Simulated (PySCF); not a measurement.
## Two runs on C11H8O

System: C11H8O.
Method of run 1: GIAO PBE0/pcSseg-1 NMR shielding, non-relativistic, IEF-PCM methanol (PySCF 2.14.0).

The geometry comes from this level: PBE0-D3(BJ)/def2-SVP. Text and figures count atoms from 1; the logs count them from 0 in places.

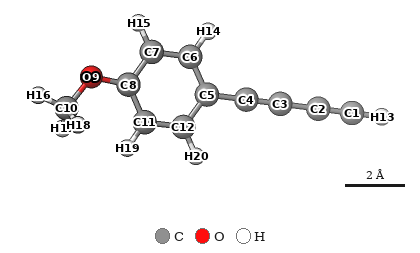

Fig. 1: The structure as given in the input (ball-and-stick view, seen at a tilt; atoms are numbered from 1 in the order of the input). Bond lengths as drawn: C–C 1.22 to 1.42 Å, C–H 1.07 to 1.10 Å and C–O 1.34 to 1.40 Å.

## Input, run 1
```
{"job": {"kind": "nmr", "xc": "PBE0", "basis": "pcSseg-1", "solvent": "methanol", "pop": false}, "charge": 0, "multiplicity": 1}
C      6.091616    -0.354561     1.044795
C      4.901592    -0.289713     0.792570
C      3.564983    -0.218880     0.508965
C      2.370325    -0.160052     0.255406
C      0.983213    -0.098944    -0.042648
C      0.536577     0.078057    -1.369155
C     -0.813901     0.129323    -1.658963
C     -1.766883     0.005610    -0.635419
O     -3.054343     0.061551    -1.015487
C     -4.057169    -0.047982    -0.042796
C     -1.338779    -0.165796     0.687564
C      0.021346    -0.216976     0.973065
H      7.140961    -0.414863     1.266882
H      1.271440     0.174207    -2.170533
H     -1.170075     0.265370    -2.681594
H     -5.015921     0.025535    -0.571002
H     -4.012819    -1.017393     0.483706
H     -3.996542     0.765347     0.701440
H     -2.056838    -0.262152     1.502003
H      0.351148    -0.352934     2.004759
```

The first line tells a small driver script what to run in PySCF; the rest is the geometry in Å.

Launched with:
```bash
OMP_NUM_THREADS=1 python <driver script> task.json out
```

Hardware: 1 CPU thread, shared host.

## Output (run 1)
```
coarse grid: 17992 points
cycle   1  E = -498.2862725703  dE =  2.140e+00  |g| = 5.459e-01  |ddm| = 4.775e+00
cycle   2  E = -498.2760950348  dE =  1.018e-02  |g| = 6.309e-01  |ddm| = 1.081e+00
cycle   3  E = -498.3460090800  dE = -6.991e-02  |g| = 1.277e-01  |ddm| = 5.690e-01
cycle   4  E = -498.3489018801  dE = -2.893e-03  |g| = 3.789e-02  |ddm| = 1.239e-01
cycle   5  E = -498.3491549507  dE = -2.531e-04  |g| = 2.053e-02  |ddm| = 4.706e-02
cycle   6  E = -498.3492559662  dE = -1.010e-04  |g| = 6.009e-03  |ddm| = 2.004e-02
cycle   7  E = -498.3492642439  dE = -8.278e-06  |g| = 1.502e-03  |ddm| = 5.866e-03
final grid: 177472 points
cycle   8  E = -498.4336319897  dE = -4.273e-05  |g| = 1.167e-02  |ddm| = 1.249e-01
cycle   9  E = -498.4336035879  dE =  2.840e-05  |g| = 1.730e-02  |ddm| = 2.280e-02
cycle  10  E = -498.4336589851  dE = -5.540e-05  |g| = 1.705e-03  |ddm| = 1.371e-02
cycle  11  E = -498.4336596188  dE = -6.337e-07  |g| = 3.017e-04  |ddm| = 1.717e-03
cycle  12  E = -498.4336596315  dE = -1.270e-08  |g| = 2.083e-04  |ddm| = 4.266e-04
cycle  13  E = -498.4336596419  dE = -1.032e-08  |g| = 5.293e-05  |ddm| = 1.878e-04
cycle  14  E = -498.4336596425  dE = -6.401e-10  |g| = 1.360e-05  |ddm| = 6.075e-05
converged SCF energy = -498.4336596425

GIAO shielding tensors (ppm)
atom      isotropic    diamagn.    paramagn.     s11        s22        s33       span
  0 C      102.584     262.400    -159.816     29.160     36.209    242.382    213.222
  1 C      113.411     249.818    -136.407     22.878     24.664    292.692    269.815
  2 C      104.204     247.454    -143.250     36.868     57.346    218.397    181.529
  3 C      104.897     247.967    -143.070     -1.132      8.851    306.970    308.102
  4 C       70.640     264.401    -193.761    -17.426     61.224    168.122    185.548
  5 C       41.880     248.932    -207.052    -65.054     24.743    165.951    231.005
  6 C       61.672     253.245    -191.573    -25.265     46.808    163.473    188.738
  7 C       17.641     259.501    -241.861    -63.650      0.693    115.879    179.529
  8 O      217.137     395.174    -178.037    103.254    251.575    296.581    193.327
  9 C      129.745     243.210    -113.465    101.584    110.157    177.494     75.909
 10 C       70.151     258.962    -188.811    -17.579     46.773    181.259    198.838
 11 C       40.420     250.798    -210.378    -68.667     23.446    166.480    235.147
 12 H       28.249      32.623      -4.374     23.358     23.529     37.859     14.501
 13 H       23.401      30.807      -7.406     19.590     22.991     27.622      8.032
 14 H       24.040      30.427      -6.387     19.964     24.575     27.581      7.618
 15 H       27.019      24.753       2.266     22.587     25.557     32.912     10.326
 16 H       27.497      27.175       0.322     23.952     25.278     33.261      9.309
 17 H       27.506      27.408       0.099     23.986     25.259     33.274      9.288
 18 H       24.175      32.622      -8.447     19.625     24.117     28.783      9.158
 19 H       23.311      31.472      -8.161     19.513     22.616     27.803      8.291
```

The input of run 2 differs as follows (lines with − go, lines with + come):
```diff
-"solvent": "methanol"
-"pop": false
+"solvent": "dichloromethane"
+"pop": true
```

What does this change do to the results?

The total energy of run 2 is 0.9 kcal/mol higher: the change of the electrostatic solvation energy at this fixed geometry, without cavity or dispersion terms. The dipole moment goes from 3.83 to 3.73 D. Of all shieldings, the largest change is that of O9, by +0.6 ppm. The number of SCF iterations is the same.

## Output (run 2)
```
coarse grid: 17992 points
cycle   1  E = -498.2843033011  dE =  2.141e+00  |g| = 5.473e-01  |ddm| = 4.776e+00
cycle   2  E = -498.2737501600  dE =  1.055e-02  |g| = 6.339e-01  |ddm| = 1.095e+00
cycle   3  E = -498.3444178226  dE = -7.067e-02  |g| = 1.292e-01  |ddm| = 5.765e-01
cycle   4  E = -498.3473634969  dE = -2.946e-03  |g| = 3.929e-02  |ddm| = 1.264e-01
cycle   5  E = -498.3476310895  dE = -2.676e-04  |g| = 2.184e-02  |ddm| = 4.926e-02
cycle   6  E = -498.3477466225  dE = -1.155e-04  |g| = 6.133e-03  |ddm| = 2.109e-02
cycle   7  E = -498.3477552133  dE = -8.591e-06  |g| = 1.501e-03  |ddm| = 5.986e-03
final grid: 177472 points
cycle   8  E = -498.4321373295  dE = -4.258e-05  |g| = 1.169e-02  |ddm| = 1.251e-01
cycle   9  E = -498.4321084286  dE =  2.890e-05  |g| = 1.737e-02  |ddm| = 2.301e-02
cycle  10  E = -498.4321644247  dE = -5.600e-05  |g| = 1.714e-03  |ddm| = 1.393e-02
cycle  11  E = -498.4321650689  dE = -6.442e-07  |g| = 2.836e-04  |ddm| = 1.749e-03
cycle  12  E = -498.4321650805  dE = -1.158e-08  |g| = 1.939e-04  |ddm| = 4.231e-04
cycle  13  E = -498.4321650895  dE = -9.082e-09  |g| = 5.576e-05  |ddm| = 1.807e-04
cycle  14  E = -498.4321650902  dE = -7.042e-10  |g| = 1.424e-05  |ddm| = 5.923e-05
converged SCF energy = -498.4321650902

GIAO shielding tensors (ppm)
atom      isotropic    diamagn.    paramagn.     s11        s22        s33       span
  0 C      103.094     262.577    -159.483     29.949     36.902    242.432    212.484
  1 C      113.171     249.699    -136.528     22.533     24.312    292.667    270.133
  2 C      103.878     247.325    -143.447     36.575     56.825    218.234    181.660
  3 C      105.116     247.883    -142.766     -0.857      8.995    307.211    308.068
  4 C       70.260     264.245    -193.985    -17.966     60.582    168.162    186.128
  5 C       41.881     249.036    -207.155    -65.137     25.041    165.739    230.876
  6 C       61.658     253.300    -191.641    -25.369     47.005    163.339    188.708
  7 C       17.835     259.446    -241.611    -63.421      1.009    115.917    179.338
  8 O      217.726     394.954    -177.228    104.217    252.428    296.533    192.317
  9 C      129.828     243.228    -113.400    101.781    110.326    177.377     75.596
 10 C       70.549     259.042    -188.494    -17.299     47.911    181.034    198.332
 11 C       40.591     250.861    -210.271    -68.516     24.028    166.260    234.776
 12 H       28.341      32.711      -4.370     23.467     23.639     37.916     14.449
 13 H       23.430      30.837      -7.407     19.633     23.000     27.656      8.023
 14 H       24.064      30.448      -6.384     19.996     24.582     27.615      7.619
 15 H       27.034      24.785       2.249     22.601     25.579     32.922     10.322
 16 H       27.535      27.232       0.303     24.002     25.314     33.289      9.287
 17 H       27.545      27.464       0.080     24.036     25.296     33.302      9.265
 18 H       24.252      32.700      -8.448     19.724     24.168     28.865      9.141
 19 H       23.350      31.497      -8.146     19.560     22.646     27.846      8.286
```

## The two runs side by side

```tsv
quantity	run 1	run 2
outcome	converged	converged
total energy (hartree)	−498.433660	−498.432165
HOMO (eV)	−6.38	−6.36
LUMO (eV)	−1.54	−1.51
dipole moment (D)	3.83	3.73
shielding of C1 (ppm)	102.6	103.1
shielding of C2 (ppm)	113.4	113.2
shielding of C3 (ppm)	104.2	103.9
shielding of C4 (ppm)	104.9	105.1
shielding of C5 (ppm)	70.6	70.3
shielding of O9 (ppm)	217.1	217.7
shielding of C11 (ppm)	70.2	70.5
SCF iterations	14	14
basis functions	244	244
wall time (shared host)	45 s	54 s
```
